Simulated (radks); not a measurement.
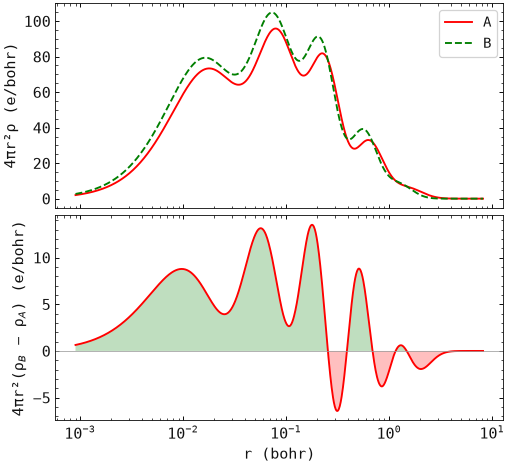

Two nuclei with the same 53 electrons, [Kr] 4d10 5s2 5p5 (high spin), were computed: Ba³⁺; Nd⁷⁺. The calculation used the in-house radial solver radks at this level: scalar-relativistic Kohn-Sham, BLYP, spin-polarised, spherical densities, finite nucleus.

The plot shows both radial densities and the radial density of run B less that of run A; on the logarithmic r axis, areas aren't charges.

Question: Assign A and B and describe the change of the density.

Answer: A is Ba³⁺; B is Nd⁷⁺. B holds 3.8 electrons more than A where the difference is positive (most at r = 0.18 bohr) and 3.8 electrons fewer where it is negative (most at r = 0.31 bohr), with no net change. The larger nuclear charge draws every shell in.
